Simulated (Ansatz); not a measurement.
**CH3AlBFO (SMILES O=B[CH2][AlH][F]): density, localisation and related maps**

```xyz
8

C     0.9688   -0.6217   -1.0442
Al    0.9916    1.1672   -1.8684
B     0.4387   -0.5367    0.3812
F    -0.2646    1.5646   -2.8750
O     0.0106   -0.3890    1.5068
H     0.3410   -1.2978   -1.6372
H     1.9935   -1.0159   -1.0282
H     2.1418    2.2269   -1.6597
```

Geometry: B3LYP/6-31G*.

The calculation used Ansatz 0.2.0, isolated molecule in a Gaussian basis; Kohn-Sham density functional theory, functional PBE0.

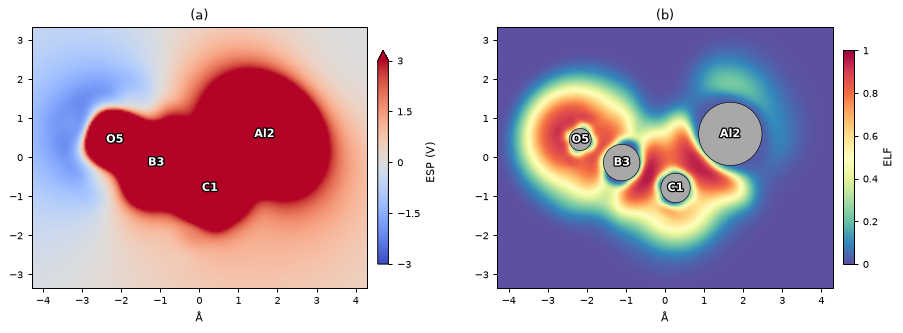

Figure 1. (a) electrostatic potential; (b) electron localisation function on the plane of atoms Al2, C1 and B3. Grey discs cover the atomic cores in the ELF map.

> Read the bonding off the picture.

- The section cuts through C, Al, B and O sites.
- B–O (1.21 Å): the ELF peaks at about 0.85 between the atoms (a polar covalent bond).
- C–B (1.52 Å): the ELF peaks at about 0.95 between the atoms (a covalent bond).
- C–Al (1.97 Å): the ELF peaks at about 0.95 between the atoms; a polar covalent bond.
- The ELF also peaks beside O5, away from the bonds: lone-pair regions.
- Outside the dense part of the molecule the potential is most negative (−2.1 V) near O5.

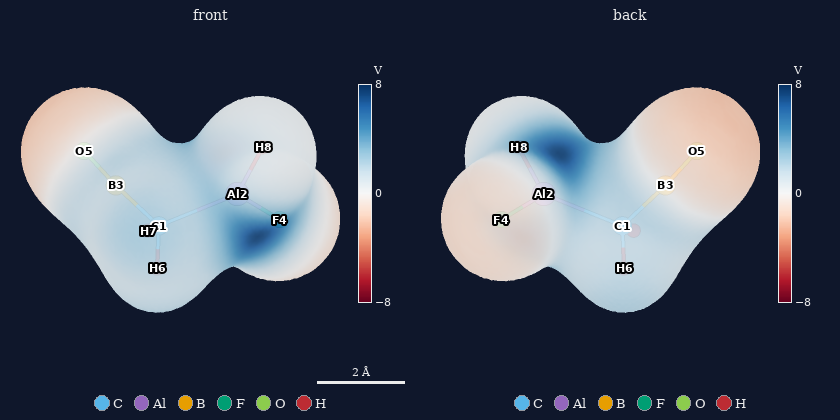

Figure 2. The electrostatic potential painted on the density surface at 0.004 e/bohr³, seen from the front and from behind; the colour scale runs from red (negative) to blue (positive).

> Where is the surface potential most negative and most positive?

The most negative region (about −2.0 V) lies over O5, the most positive (about +7.1 V) over Al2. O5 is the likeliest acceptor of a hydrogen bond.

> What dipole moment does the calculation give?

Its dipole moment is 3.78 D.

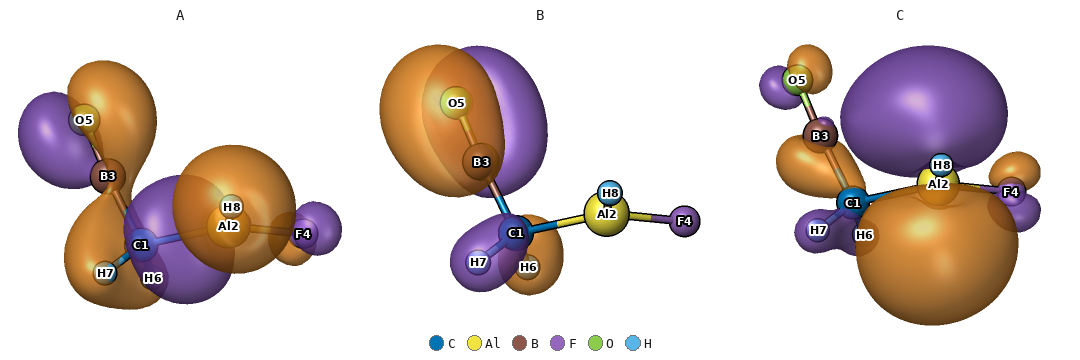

Figure 3. Three frontier orbitals at ±0.08 Å⁻³ᐟ² (orange and purple are the two phases), in no order.

> Which picture is the HOMO−1, the HOMO and the LUMO?

B is the HOMO−1 (−9.78 eV). It lies mainly on O5 (about 70 %) and B3 (about 20 %). A is the HOMO (−8.96 eV). It lies mainly on C1 (about 25 %), O5 (about 25 %), Al2 (about 15 %), H8 (about 15 %) and B3 (about 5 %). C is the LUMO (−1.54 eV). Its weight (Hirshfeld) is mainly on Al2 (about 70 %), B3 (about 5 %), H8 (about 5 %) and C1 (about 5 %).

> What is the HOMO–LUMO gap?

7.42 eV between the orbital energies.
